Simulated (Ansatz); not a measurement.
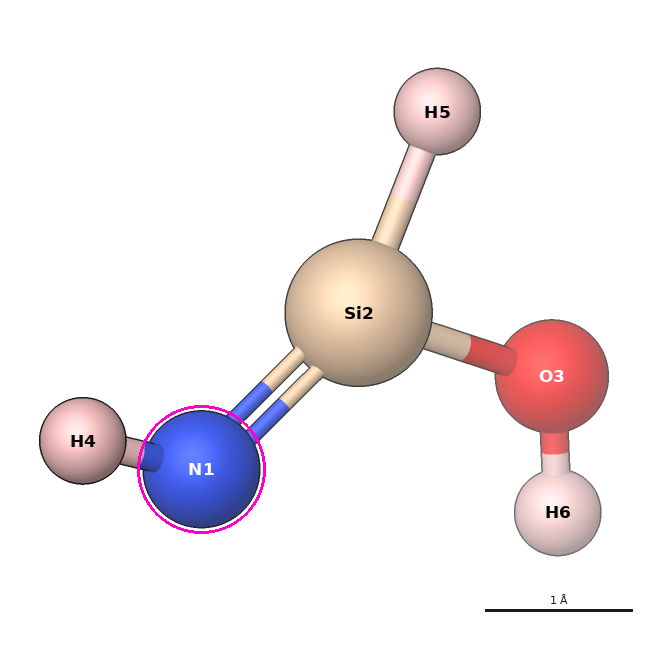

The picture comes from a calculation with Ansatz.

Orthographic view. Atoms fade into the background with distance from the viewer. Geometry: moved along internal coordinates away from the minimum.

### Which atoms are bonded to the circled atom?

The circled atom is N1; it is bonded to Si2, H4.

### What is the shortest path along bonds from the circled atom to H6?

N1–Si2–O3–H6, 3 bonds; through space the two are 2.95 Å apart.

### Which atom is nearest the viewer?

H4, 1.1 Å in front of the mean position.
